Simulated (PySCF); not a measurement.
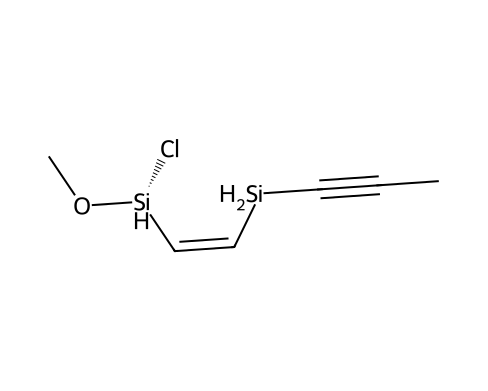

Computed geometry: GFN2-xTB optimisation. No frequency run is at hand to confirm it as a minimum. Properties computed with PBE0/pcSseg-1, gas phase (PySCF 2.14.0).

What does the calculation give?

The species is C₆H₁₁ClOSi₂ (`CC#C[SiH2]/C=C\[Si@@H](Cl)OC`).
- dipole moment: 2.29 D
- HOMO energy (Kohn–Sham orbital): −7.58 eV
- LUMO energy (Kohn–Sham orbital): −1.10 eV
- HOMO–LUMO gap: 6.47 eV

The geometry is semi-empirical. Around Si such bond lengths and angles can be off by a tenth of an ångström or more and by several degrees, and values that hang on the shape move with them.
